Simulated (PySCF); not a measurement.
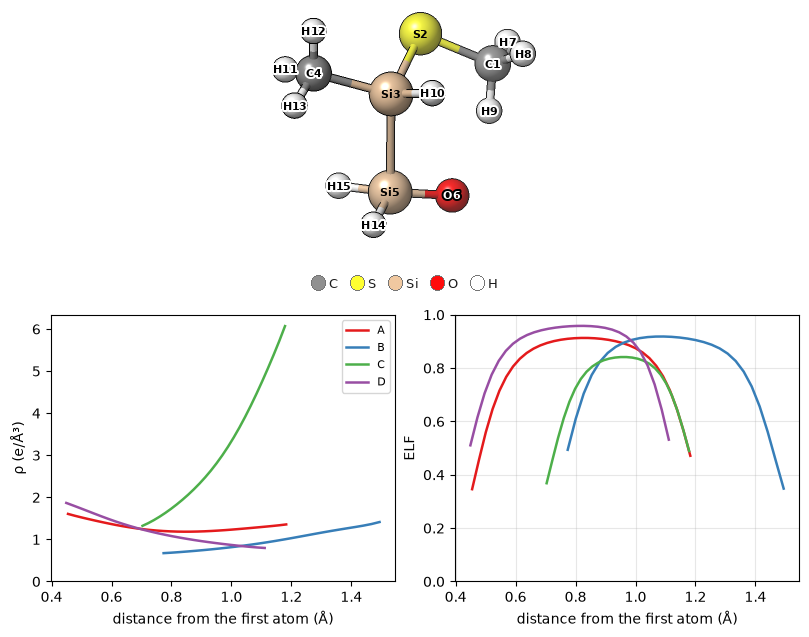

*C2H9OSSi2 (doublet). Total electron density and electron localisation function along straight lines between neighbouring atoms. The curves leave out the atomic cores. The structure is drawn too.*

Geometry: GFN2-xTB.

These are results of UKS B3LYP, pcH-1 on C H O S Si, non-relativistic, mean-field spin-orbit, GIAO (PySCF 2.14.0, density-fitted response routines), not measurements.

```xyz
15

C     1.9639    0.7557    1.5175
S     1.0495   -0.8063    1.3308
Si    0.0813   -0.4931   -0.5456
C    -1.0187   -1.9884   -0.9060
Si   -1.3376    1.5147   -0.2678
O    -0.3328    2.5166    0.2800
H     2.3100    0.7921    2.5447
H     2.8096    0.7607    0.8377
H     1.2957    1.5874    1.3100
H     1.0928   -0.2612   -1.5771
H    -1.6825   -2.1999   -0.0724
H    -0.4102   -2.8713   -1.0754
H    -1.6263   -1.8267   -1.7901
H    -1.7958    1.5715   -1.6621
H    -2.4033    0.9561    0.5718
```

> Which curve belongs to which contact (C–S, C–Si, Si–O and Si–S)? The first atom named is at distance zero.

Curve A: C–S (1.82 Å): ρ at the midpoint is about 1.2 e/Å³; the ELF peaks at about 0.90 between the atoms; localised, covalent bonding. Curve B: Si–S (2.13 Å): ρ is about 0.88 e/Å³ halfway; the ELF peaks at about 0.90 between the atoms; a covalent bond. Curve C: Si–O (1.52 Å): the density is about 1.5 e/Å³ at the midpoint; the ELF peaks at about 0.85 between the atoms, as expected for a short, strongly polar bond. Curve D: C–Si (1.89 Å): the density is about 0.92 e/Å³ at the midpoint; the ELF peaks at about 0.95 between the atoms: a covalent bond.
